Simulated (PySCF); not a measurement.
B(Cl)(nPr)2, C6H14BCl, SMILES CCCB(Cl)CCC at its GFN2-xTB optimised geometry (Å):

```
22

B     -0.1148     0.5973     0.0000
Cl    -0.9641     2.0782     0.0000
C     -0.9150    -0.7738    -0.0026
C     -2.4112    -0.6921    -0.3243
C     -3.0771    -2.0618    -0.2734
H     -0.8051    -1.2318     0.9870
H     -0.4446    -1.4808    -0.6925
H     -2.8996    -0.0256     0.3890
H     -2.5435    -0.2617    -1.3192
H     -2.6181    -2.7375    -0.9924
H     -4.1363    -1.9816    -0.5069
H     -2.9771    -2.4990     0.7181
C      1.4730     0.5973     0.0000
C      2.1546     1.9084     0.4076
C      3.6733     1.7993     0.3493
H      1.8094     0.3418    -1.0115
H      1.8516    -0.2088     0.6349
H      1.8235     2.7107    -0.2543
H      1.8494     2.1729     1.4222
H      4.0266     1.0163     1.0174
H      4.1363     2.7375     0.6466
H      4.0013     1.5604    -0.6604
```

Calculation: B3LYP/def2-SVP (PySCF). Cells within 0.4 Å of a nucleus heavier than hydrogen are left out (blank, or x).

Map of the electron localisation function on the plane z = 0.0 Å:

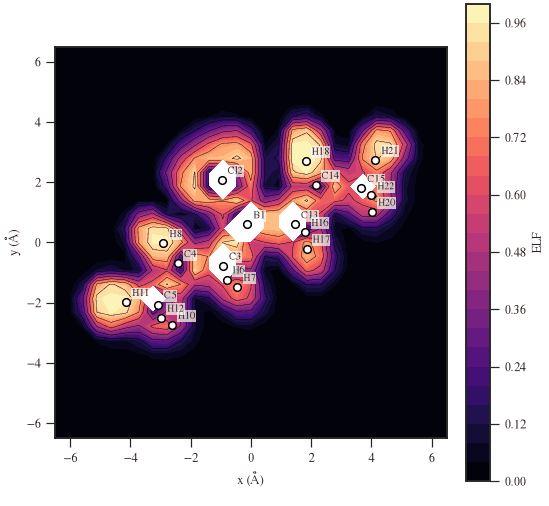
Figure: Electron localisation function on the plane z = 0.0 Å.
